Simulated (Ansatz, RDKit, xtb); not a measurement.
**C2H7NOSi: ranking a sample of isomers**

A sample of isomers of C2H7NOSi is drawn. Aim: find which of them has the lowest free energy at 298.15 K, then its properties. The sample is small against all isomers, and the most stable one of this formula need not be in it.

Plan: many cheap relaxations first (GFN2-xTB), then density-functional screening, relaxation at PBE0-D3(BJ)/def2-SVP, vibrations and a final energy. The numbers are computed, not measured.

### 1 Candidates

Isomers were taken from a list of plausible structures; this is a sample, not all of them. That gives 3 candidates.

```tsv
label	SMILES	spin
c047	N[C@@H]1O[C@H]1[SiH3]	singlet
c374	N[C@@H]1O[C@@H]1[SiH3]	singlet
c937	N[C@@]1([SiH3])CO1	singlet
```

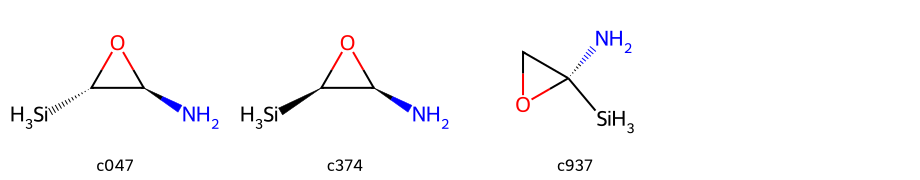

Structural formulas of the candidates.

Candidates are built by distance geometry, with a force field where one applies, in up to four conformers (letters a to d).

### 2 Cheap relaxation of all starts

All 3 starts are relaxed the same way. One of them, c374a (taken from a list of positional isomers, embedded by distance geometry and MMFF94), in full:

File start.xyz:

```xyz
12
c374a
C     -1.480770    -0.010613     0.440090
C     -0.237056    -0.159888     1.320672
N     -2.237133     1.284652     0.316463
O     -1.558189    -0.539679     1.750648
Si     0.590376     1.266646     2.138973
H     -3.121694     1.087162    -0.113511
H     -2.464417     1.672448     1.261939
H     -1.583859    -0.641923    -0.400656
H      0.434627    -0.950940     1.028334
H      1.501094     1.919872     1.225812
H      1.389999     0.729198     3.313882
H     -0.377275     2.239816     2.685956
```

Run with:

```
xtb start.xyz --gfn 2 --opt
```

The program printed (excerpt; [...] marks lines left out):

```text
* xtb version 6.7.1
[...]
          :  # basis functions                  33          :
[...]
          :  # electrons                        30          :
[...]
          :  Hamiltonian                  GFN2-xTB          :
[...]
          :  net charge                          0          :
          :  unpaired electrons                  0          :
[...]
   *** convergence criteria satisfied after 12 iterations ***
[...]
   *** GEOMETRY OPTIMIZATION CONVERGED AFTER 13 ITERATIONS ***
[...]
   *** convergence criteria satisfied after 3 iterations ***
[...]
         ::                     SUMMARY                     ::
         :::::::::::::::::::::::::::::::::::::::::::::::::::::
         :: total energy             -16.529776967729 Eh    ::
         :: gradient norm              0.000807415281 Eh/a0 ::
         :: HOMO-LUMO gap              5.336083694097 eV    ::
         ::.................................................::
         :: SCC energy               -16.690052285091 Eh    ::
         :: -> isotropic ES            0.046597878456 Eh    ::
         :: -> anisotropic ES         -0.000253606123 Eh    ::
         :: -> anisotropic XC          0.004134470804 Eh    ::
         :: -> dispersion             -0.006939788272 Eh    ::
         :: repulsion energy           0.160275317362 Eh    ::
         :: add. restraining           0.000000000000 Eh    ::
         :: total charge               0.000000000000 e     ::
         :::::::::::::::::::::::::::::::::::::::::::::::::::::
[...]
        15        2.0000           -0.3892018             -10.5907 (HOMO)
        16                         -0.1931044              -5.2546 (LUMO)
[...]
     #   Z          covCN         q      C6AA      α(0)
     1   6 C        3.666     0.188    17.842     6.057
     2   6 C        3.628    -0.020    21.362     6.657
     3   7 N        2.630    -0.350    29.023     8.001
     4   8 O        1.701    -0.380    20.444     6.105
     5  14 Si       3.636     0.450    98.889    19.073
     6   1 H        0.860     0.161     1.326     1.804
     7   1 H        0.860     0.163     1.319     1.799
     8   1 H        0.925     0.022     2.706     2.573
     9   1 H        0.924     0.012     2.863     2.646
    10   1 H        0.918    -0.085     5.082     3.526
    11   1 H        0.919    -0.079     4.873     3.453
    12   1 H        0.918    -0.081     4.948     3.479
[...]
     #   Z sym  total        # sym  WBO       # sym  WBO       # sym  WBO
 ---------------------------------------------------------------------------
     1   6 C    3.922 --     3 N    1.059     2 C    0.980     8 H    0.957
                             4 O    0.919
     2   6 C    3.855 --     1 C    0.980     9 H    0.979     4 O    0.923
                             5 Si   0.856
     3   7 N    3.055 --     1 C    1.059     6 H    0.953     7 H    0.953
     4   8 O    1.963 --     2 C    0.923     1 C    0.919
     5  14 Si   3.595 --    11 H    0.901    12 H    0.899    10 H    0.899
                             2 C    0.856
     6   1 H    0.974 --     3 N    0.953
     7   1 H    0.974 --     3 N    0.953
     8   1 H    1.000 --     1 C    0.957
     9   1 H    1.000 --     2 C    0.979
    10   1 H    0.993 --     5 Si   0.899
[...]
molecular dipole:
                 x           y           z       tot (Debye)
 q only:        0.440       0.804      -0.200
   full:        0.082       0.383      -0.119       1.041
molecular quadrupole (traceless):
[...]
          | TOTAL ENERGY              -16.529776967729 Eh   |
          | GRADIENT NORM               0.000807415281 Eh/α |
          | HOMO-LUMO GAP               5.336083694097 eV   |
           -------------------------------------------------
[...]
```

Run time: 0.11 s. Hardware: 2 threads of Intel Xeon Platinum 8259CL at 2.50GHz (Skylake/Cascade Lake), shared host.

### 3 Distinct minima at GFN2-xTB

3 of the 3 relaxations converged. 3 distinct structures remain:

```tsv
label	start	SMILES after	spin	energy (kcal/mol)
c047a	drawn	N[C@@H]1O[C@H]1[SiH3]	singlet	0.0
c937a	drawn	N[C@@]1([SiH3])CO1	singlet	0.3
c374a	drawn	N[C@@H]1O[C@@H]1[SiH3]	singlet	0.5
```

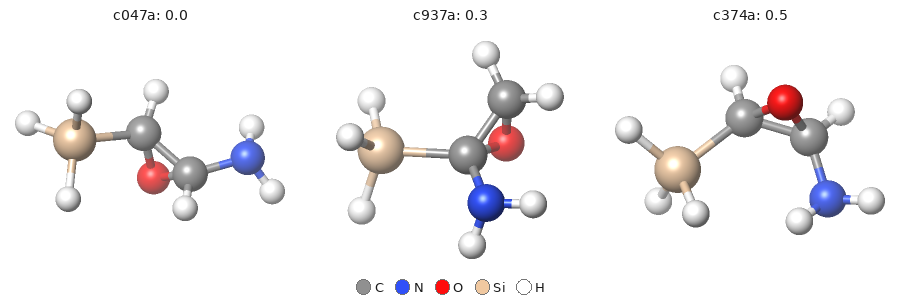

The 3 lowest minima that did not fall apart, with their GFN2-xTB energies in kcal/mol.

### 4 Second filter: single points

A choice of the minima (the low ones first, few conformers of a pattern, up to a cap) and the lowest that fell apart get a single point at r2SCAN-D4/def2-SVP on the tight-binding geometry, and one at HF/STO-3G for comparison. The lowest singlets are also tried as triplets at the same geometry (label ending in t). The first, c047a:

File input.yaml:

```yaml
basis:
  gaussian:
    orbitals: def2-SVP
crystal:
  periodic: [false, false, false]
  atoms:
    - symbol: C
      position_ang: [-1.197986, -0.214529, 1.482435]
    - symbol: C
      position_ang: [-0.521746, 1.080756, 1.561405]
    - symbol: "N"
      position_ang: [-2.228681, -0.567595, 2.383818]
    - symbol: O
      position_ang: [0.132959, -0.134142, 1.914890]
    - symbol: Si
      position_ang: [0.172342, 1.935136, 0.025287]
    - symbol: H
      position_ang: [-2.065133, -0.163041, 3.299614]
    - symbol: H
      position_ang: [-2.302075, -1.573312, 2.484299]
    - symbol: H
      position_ang: [-1.330528, -0.676874, 0.507015]
    - symbol: H
      position_ang: [-0.774921, 1.685286, 2.431378]
    - symbol: H
      position_ang: [1.428009, 2.590834, 0.388473]
    - symbol: H
      position_ang: [-0.829753, 2.913677, -0.400880]
    - symbol: H
      position_ang: [0.400420, 0.923577, -1.004357]
hamiltonian:
  xc: {name: r2SCAN}
  dispersion: d4
scf:
  lower_state_search: "off"
output: {orbitals: {seedname: orbitals}}
```

Run with:

```
ansatz run input.yaml --threads 2 --pin off --max-ram 5220MiB --events-out events.jsonl --progress --plain --runs-dir runs
```

The program printed (excerpt; [...] marks lines left out):

```text
Warning: RAYON_NUM_THREADS=2 ignored (pool sized by the plan → 2); use --threads N
Functional definition: r2SCAN
  name "r2SCAN"
[...]
1233 factors; their error is unknown
[...]
mean field -13590.51672967 eV, -499.4422778323 hartree, gradient 8.8e-6 eV, S^2 0.000000; 0 other end points of the search recorded, 0 dependent functions left out
reference -13590.51673996 eV, -499.4422782105 hartree; 24, 24 occupied and 85, 85 virtual orbitals, 1233 factors
Total energy: -13590.57467110 eV, -499.4444071405 hartree
Checks for a lower state left out: stability, starts, cluster_reference, orbital_swaps, neighbouring_geometries, increment
```

Run time: 1.8 s. Hardware: 2 threads of Intel Xeon Platinum 8259CL at 2.50GHz (Skylake/Cascade Lake), shared host; peak memory 0.15 GiB.

Relative energies in kcal/mol, each column from its lowest structure that stays in one piece:

```tsv
label	SMILES	spin	GFN2-xTB	HF/STO-3G	r2SCAN-D4/def2-SVP
c047a	N[C@@H]1O[C@H]1[SiH3]	singlet	0.0	0.0	0.0
c374a	N[C@@H]1O[C@@H]1[SiH3]	singlet	0.5	0.8	0.6
c937a	N[C@@]1([SiH3])CO1	singlet	0.3	0.7	0.9
c047at	N[C@@H]1O[C@H]1[SiH3]	triplet	–	–	150.2
c937at	N[C@@]1([SiH3])CO1	triplet	–	–	151.6
```

### 5 Third filter: density-functional geometries

3 candidates are relaxed at PBE0-D3(BJ)/def2-SVP (chosen among the lowest in one piece). The first, c047a:

File input.yaml:

```yaml
crystal:
  periodic: [false, false, false]
  atoms:
    - {symbol: C, position_ang: [-1.197986, -0.214529, 1.482435]}
    - {symbol: C, position_ang: [-0.521746, 1.080756, 1.561405]}
    - {symbol: "N", position_ang: [-2.228681, -0.567595, 2.383818]}
    - {symbol: O, position_ang: [0.132959, -0.134142, 1.914890]}
    - {symbol: Si, position_ang: [0.172342, 1.935136, 0.025287]}
    - {symbol: H, position_ang: [-2.065133, -0.163041, 3.299614]}
    - {symbol: H, position_ang: [-2.302075, -1.573312, 2.484299]}
    - {symbol: H, position_ang: [-1.330528, -0.676874, 0.507015]}
    - {symbol: H, position_ang: [-0.774921, 1.685286, 2.431378]}
    - {symbol: H, position_ang: [1.428009, 2.590834, 0.388473]}
    - {symbol: H, position_ang: [-0.829753, 2.913677, -0.400880]}
    - {symbol: H, position_ang: [0.400420, 0.923577, -1.004357]}
basis:
  gaussian: {orbitals: def2-SVP}
total_charge: 0
hamiltonian: {xc: {name: PBE0}, dispersion: d3bj}
scf: {lower_state_search: off}
relax: {f_tol: 0.003}
```

Run with:

```
ansatz run input.yaml --threads 2 --pin off --max-ram 5220MiB --events-out events.jsonl --progress --plain --runs-dir runs
```

The program printed (excerpt; [...] marks lines left out):

```text
Warning: RAYON_NUM_THREADS=2 ignored (pool sized by the plan → 2); use --threads N
[...]
Functional definition: PBE0
  name "PBE0"
[...]
1189 factors; integrals over basis functions are off by at most 5.4e-4 eV
[...]
mean field -13584.74047882 eV, -499.2300045287 hartree, gradient 4.2e-6 eV, S^2 0.000000; 0 other end points of the search recorded, 0 dependent functions left out
[...]
reference -13584.74050645 eV, -499.2300055442 hartree; 24, 24 occupied and 85, 85 virtual orbitals, 1189 factors
relax step   1: F+E_penalty+E_count = -13584.94357781 eV  Δ(F+E_penalty+E_count) = +0.000e0 eV  max|allowed force component| = 7.964e-1 eV/Å  Δτ_max = 0.0000 Å  (15 SCF iters, accepted)
[...]
relax step   4: F+E_penalty+E_count = -13585.00248733 eV  Δ(F+E_penalty+E_count) = -1.150e-3 eV  max|allowed force component| = 6.862e-2 eV/Å  Δτ_max = 0.0486 Å  (19 SCF iters, accepted)
[...]
Atom 3 at     0.145962    -0.121869     1.956225 Å, force     0.000279    -0.000119    -0.000045 eV/Å
Atom 4 at     0.156908     1.943427     0.041902 Å, force     0.000166    -0.000110     0.000331 eV/Å
Atom 5 at    -2.108307    -0.156515     3.289259 Å, force     0.000197    -0.000304    -0.000853 eV/Å
Atom 6 at    -2.264390    -1.601515     2.511411 Å, force    -0.000116     0.000424     0.000048 eV/Å
Atom 7 at    -1.280301    -0.731387     0.519027 Å, force    -0.000099    -0.000486     0.000858 eV/Å
Atom 8 at    -0.847003     1.713073     2.411155 Å, force     0.000554    -0.000586    -0.000040 eV/Å
Atom 9 at     1.491295     2.532330     0.361276 Å, force     0.000047     0.000010    -0.000269 eV/Å
Atom 10 at    -0.762561     3.035826    -0.402019 Å, force    -0.000026    -0.000118     0.000065 eV/Å
Atom 11 at     0.308042     0.939322    -1.052523 Å, force     0.000129     0.000025    -0.000099 eV/Å
Dipole moment:    -0.235430    -0.051665     0.130796 e Å
Checks for a lower state left out: stability, starts, cluster_reference, orbital_swaps, neighbouring_geometries, increment
```

Wall time 31 s (2 threads of Intel Xeon Platinum 8259CL at 2.50GHz (Skylake/Cascade Lake), shared host); peak memory 0.22 GiB.

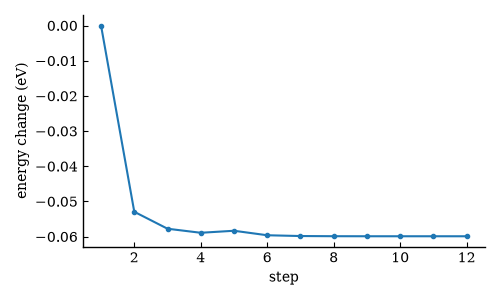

Energy along the run, all evaluated steps.

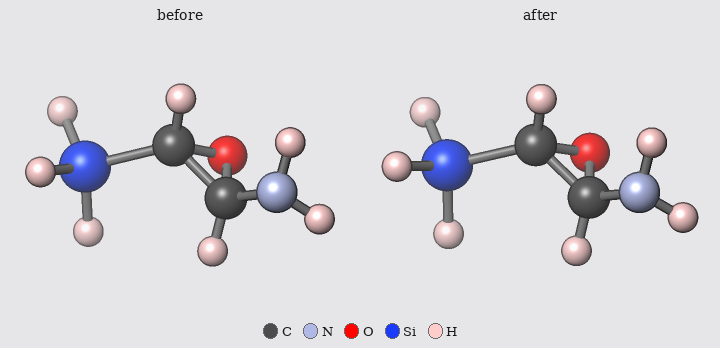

Before and after, at one scale.

After the run. Bond lengths: C1–C2 1.466 Å, C1–N3 1.404 Å, C1–O4 1.418 Å, C2–O4 1.438 Å, C2–Si5 1.885 Å, N3–H6 1.017 Å, N3–H7 1.017 Å, C1–H8 1.099 Å, C2–H9 1.103 Å, Si5–H10 1.493 Å, Si5–H11 1.495 Å, Si5–H12 1.493 Å. Some angles: C1–C2–O4 58.5°, C1–C2–Si5 122.6°, O4–C2–Si5 115.2°, C2–C1–N3 121.6°, C2–C1–O4 59.8°, N3–C1–O4 120.6°, C1–O4–C2 61.8°, C1–C2–H9 115.5°, O4–C2–H9 113.7°, Si5–C2–H9 117.3°.

### 6 Ranking at PBE0-D3(BJ)/def2-SVP

```tsv
label	spin	r2SCAN-D4/def2-SVP (kcal/mol)	PBE0-D3(BJ)/def2-SVP, relaxed (kcal/mol)	time
c047a	singlet	0.0	0.0	31 s
c374a	singlet	0.6	0.2	29 s
c937a	singlet	0.9	1.0	23 s
```

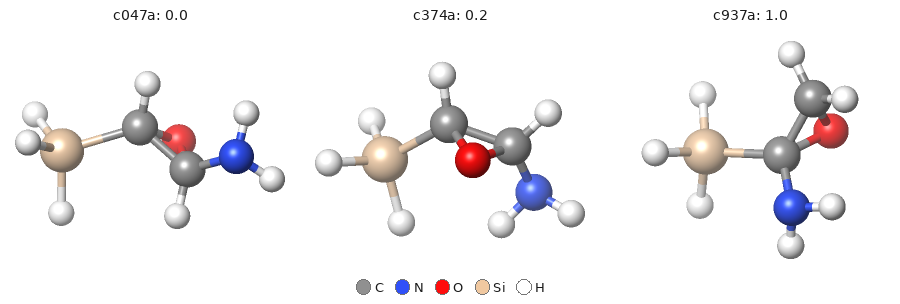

The relaxed structures, with energies at PBE0-D3(BJ)/def2-SVP in kcal/mol.

[end of part 1 of 2]
